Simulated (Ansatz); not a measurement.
```xyz
14
Lattice="7.6470 0.0000 0.0000 -3.8235 6.6225 0.0000 0.0000 0.0000 3.3516" Properties=species:S:1:pos:R:3 pbc="T T T"
Si    2.6334    4.1035    2.5137
Si    6.0605    2.2901    2.5137
Si    1.0469    6.3936    0.8379
Si    1.1901    2.5190    0.8379
Si   -2.2370    4.3324    0.8379
Si    2.7765    0.2289    2.5137
B     1.7324    4.5920    0.8379
B    -0.7129    2.8262    0.8379
B     4.8429    0.7957    2.5137
B     2.0911    2.0305    2.5137
B     4.5364    3.7963    2.5137
B    -1.0195    5.8268    0.8379
B     0.0000    4.4150    0.8379
B     3.8235    2.2075    2.5137
```

Space group P6₃/m; a generated structure, not necessarily the stable one; changed on purpose from its base cell (volume × 0.94, shape and atoms relaxed); computed pressure about 9 GPa in this cell.

Level of theory: Ansatz, DFT PBE, scalar-relativistic, plane waves, PAW.

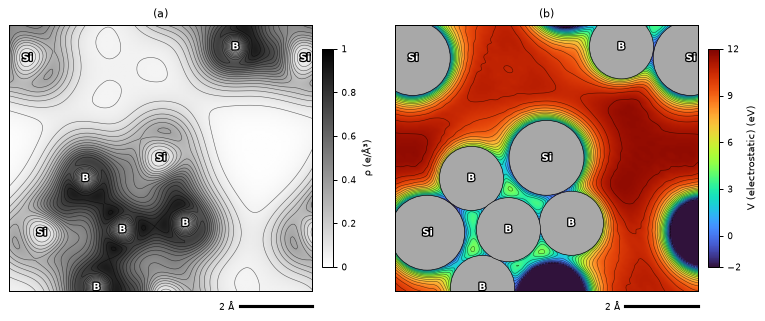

Si3B4. (a) valence electron density; (b) electrostatic potential (local pseudopotential plus Hartree) felt by an electron on the (001) plane of the conventional cell. Grey discs cover the atomic cores in the potential map.

Core electrons are frozen (PAW), and the valence fields are smoothed inside the atomic spheres.

Interpret the plot.

Answer. Atoms in the plane: Si and B. B–B (1.74 Å): the density is about 0.85 e/Å³ at the midpoint. Si–B (1.93 Å): ρ is about 0.74 e/Å³ halfway. Si–B (2.14 Å): ρ is about 0.5 e/Å³ halfway. Between the atoms the lowest density in this plane is 0.004 e/Å³. Outside the cores the potential energy rises away from the atoms and is highest about 1.8 Å from the nearest atoms; its zero is arbitrary.
